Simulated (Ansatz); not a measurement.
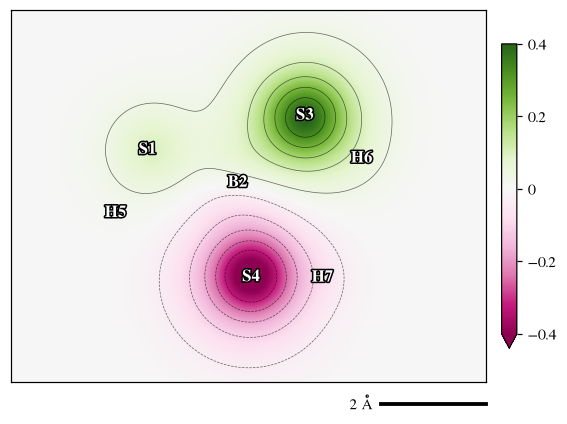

The picture shows: BH3S3. The HOMO−1 on a plane 0.8 Å above the molecular plane (values in Å⁻³ᐟ²; the overall sign is arbitrary).

All numbers below come from RKS r2SCANh/def2-SVP in Ansatz.

```yaml
atoms:
  - { symbol: S, position_ang: [-1.3772, 1.2435, 0.2048] }
  - { symbol: B, position_ang: [-0.0124, 0.0536, 0.1299] }
  - { symbol: S, position_ang: [0.6385, -0.4648, 1.7377] }
  - { symbol: S, position_ang: [0.5720, -0.4919, -1.4936] }
  - { symbol: H, position_ang: [-1.6067, 1.3086, -1.1226] }
  - { symbol: H, position_ang: [1.6341, -1.2519, 1.2863] }
  - { symbol: H, position_ang: [1.5146, -1.3666, -1.0888] }
```

Q: Describe this orbital and give its energy.

A: Its weight (Hirshfeld) is mainly on S4 (about 50 %) and S3 (about 35 %); it changes sign across the molecular plane (π type). Its energy is −7.13 eV.
